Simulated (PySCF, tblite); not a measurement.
# C4H3F4S radical: geometry, infrared bands and EPR parameters

Wanted: the infrared bands and EPR parameters of C4H3F4S radical (`F[CH]C(=S)CC(F)(F)F`), by calculation.

The runs use tblite 0.8.0 and PySCF 2.14.0, with density-fitted response routines of our own; the level of theory stands in each step. All values are computed, except where a source is named. Atoms are numbered from 0 throughout.

## Step 1: The starting structure

12 atoms, charge 0, multiplicity 2; geometry from: force field or distance geometry start.

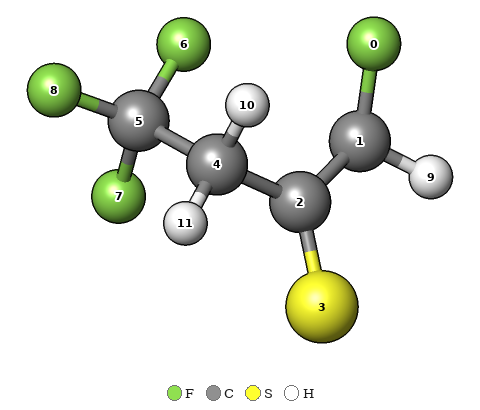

The starting geometry (fluorine green, carbon grey, sulfur yellow, hydrogen white), atoms numbered.

## Step 2: Optimising the geometry with GFN2-xTB

What the job is given:

```
{"job": {"kind": "relax", "xc": "GFN2-xTB", "basis": "xTB"}, "charge": 0, "multiplicity": 2}
F      1.395500     1.855200    -0.094300
C      1.585400     0.609200    -0.620100
C      0.882300    -0.489800     0.063500
S      1.492000    -1.789500     0.046100
C     -0.431500    -0.374500     0.752600
C     -1.447000     0.090700    -0.279600
F     -1.014200     1.311700    -0.753900
F     -1.324900    -0.814900    -1.332700
F     -2.726600     0.137400     0.210700
H      2.656600     0.399800    -0.789300
H     -0.326300     0.388700     1.533600
H     -0.740000    -1.324600     1.237400
```

On the command line:

```
$ OMP_NUM_THREADS=1 python probes_run.py task.json out
```

The driver reads the jobs from task.json and runs them one after another.

**Question.** This job is followed by: GFN2-xTB harmonic vibrations, gas phase; UKS B3LYP, pcH-1 on C F H S, non-relativistic, mean-field spin-orbit, GIAO. Predict these results of the whole session: strongest single infrared mode (GFN2-xTB); zero-point energy (GFN2-xTB); g(iso) (B3LYP); ⟨S²⟩; largest a(iso) (averaged by class); potential on the surface of density 0.002 e/bohr³, 1st and 99th percentile; property runs in this session.

**Answer**, as computed:

| quantity | value |
| --- | --- |
| strongest single infrared mode (GFN2-xTB) | 1066 cm⁻¹, 282 km/mol |
| zero-point energy (GFN2-xTB) | 40.9 kcal/mol |
| g(iso) (B3LYP) | 2.04022 |
| ⟨S²⟩ | 0.767 (exact 0.75) |
| largest a(iso) (averaged by class) | 19F on F0, 70.6 MHz |
| potential on the surface of density 0.002 e/bohr³, 1st and 99th percentile | -0.67 V and 1.58 V |
| property runs in this session | 1, of which 0 failed and 1 gave unsound results |

What this shows: Over 78 steps the energy fell by 2.413 eV; of the close pairs, C2–S3 changed most, 1.436 to 1.713 Å. All 30 modes are real, so the xTB geometry is a minimum. The strongest single mode, at 1066 cm⁻¹, moves mainly C5. GFN2-xTB is a fitted tight-binding method: band positions and strengths are rough. Its intensities can rank the bands wrongly. S3 carries the largest spin population, 0.73 e. The isotropic g lies 37.9 ppt above the free-electron value. These values are not to be trusted: the run shows nearly degenerate orbitals, where second-order g theory doesn't apply. The conformer search found further structures of the same energy, which may be mirror or relabelled copies of this one.
